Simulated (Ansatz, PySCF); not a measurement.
Bond stretch in LiNa, singlet.

Levels of theory: UKS-BP86/6-31G* = unrestricted BP86/6-31G*, spherical d in PySCF 2.14.0; UKS-B3LYP/6-31G* = PySCF with unrestricted B3LYP/6-31G*, spherical d; UHF/aug-cc-pVQZ (Ansatz, a program for electronic structure); FCI = full CI/aug-cc-pVQZ, frozen core (Ansatz); RCCSD = CCSD on RHF/aug-cc-pVQZ, frozen core in Ansatz.

Energies are in mEh, each relative to the lowest point of its own curve near equilibrium.

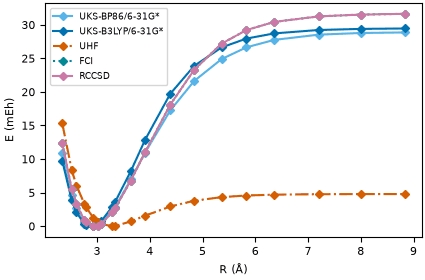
Fig. 1. Energy against bond length for each method.

| R / Å | UKS-BP86/6-31G* | UKS-B3LYP/6-31G* | UHF | FCI | RCCSD |
|---|---|---|---|---|---|
| 2.34 | 10.9 | 9.8 | 15.3 | 12.4 | 12.4 |
| 2.52 | 4.6 | 3.9 | 8.4 | 5.5 | 5.5 |
| 2.61 | 2.7 | 2.0 | 6.0 | 3.2 | 3.2 |
| 2.76 | 0.7 | 0.3 | 3.3 | 0.9 | 0.9 |
| 2.79 | 0.4 | 0.2 | 2.9 | 0.6 | 0.6 |
| 2.93 | 0.0 | 0.0 | 1.2 | 0.0 | 0.0 |
| 3.02 | 0.2 | 0.3 | 0.6 | 0.1 | 0.1 |
| 3.08 | 0.5 | 0.7 | 0.3 | 0.3 | 0.3 |
| 3.29 | 2.3 | 2.9 | 0.0 | 2.1 | 2.1 |
| 3.34 | 2.8 | 3.6 | 0.0 | 2.6 | 2.6 |
| 3.64 | 7.0 | 8.2 | 0.7 | 6.8 | 6.8 |
| 3.91 | 11.0 | 12.8 | 1.6 | 11.0 | 11.0 |
| 4.39 | 17.3 | 19.7 | 2.9 | 18.1 | 18.1 |
| 4.84 | 21.6 | 23.9 | 3.8 | 23.3 | 23.3 |
| 5.36 | 24.9 | 26.6 | 4.3 | 27.2 | 27.2 |
| 5.83 | 26.6 | 27.9 | 4.6 | 29.2 | 29.2 |
| 6.36 | 27.8 | 28.7 | 4.7 | 30.4 | 30.4 |
| 7.20 | 28.5 | 29.2 | 4.8 | 31.3 | 31.3 |
| 8.00 | 28.8 | 29.4 | 4.8 | 31.5 | 31.5 |
| 8.83 | 28.9 | 29.5 | 4.8 | 31.6 | 31.6 |

The unrestricted determinant behind UKS-BP86/6-31G* is spin-contaminated at 3.64 to 8.83 Å (<S²> up to 1.0, against 0.00 for a pure singlet). The unrestricted determinant behind UKS-B3LYP/6-31G* is spin-contaminated at 4.39 to 8.83 Å (<S²> up to 1.0, against 0.00 for a pure singlet). The unrestricted determinant behind UHF is spin-contaminated at 2.34 to 8.83 Å (<S²> up to 1.0, against 0.00 for a pure singlet). With two correlated electrons CCSD is exact in the basis where it finds the lowest root (RCCSD).
